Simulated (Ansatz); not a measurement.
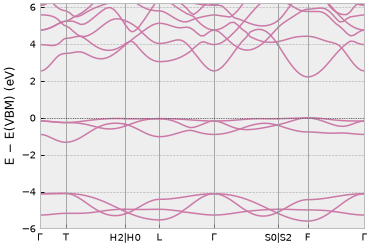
Figure. Band structure from r²SCAN in the plane-wave PAW code Ansatz

Read off the gap and where the band edges lie.

About 2.2 eV (2.21 eV by a search for the band edges); maximum at F, minimum at F.

Which compound is it?
(A) HfIN, R-3m (Hf on 6c, I on 6c, N on 6c)
(B) Al4C3, R-3m (Al on 6c, Al on 6c, C on 6c, C on 3a)
(C) Sr2NCl, R-3m (Sr on 6c, N on 3b, Cl on 3a)
(D) GaGeTe, R-3m (Ga on 6c, Ge on 6c, Te on 6c)

C, Sr2NCl, R-3m (Sr on 6c, N on 3b, Cl on 3a)

The workflow started from a Materials Project entry (that database holds measured and hypothetical structures alike); the Crystallography Open Database files this formula in space group No. 166, but the cells were not matched. Whether it is the stable phase at ambient conditions was not checked. The cell was relaxed with r²SCAN under the symmetry of its start; whether a distortion lowers the energy is not shown. Scalar-relativistic: spin–orbit coupling is off unless named, which matters more the heavier the elements.

Potentials: the later of the program's two PAW sets.
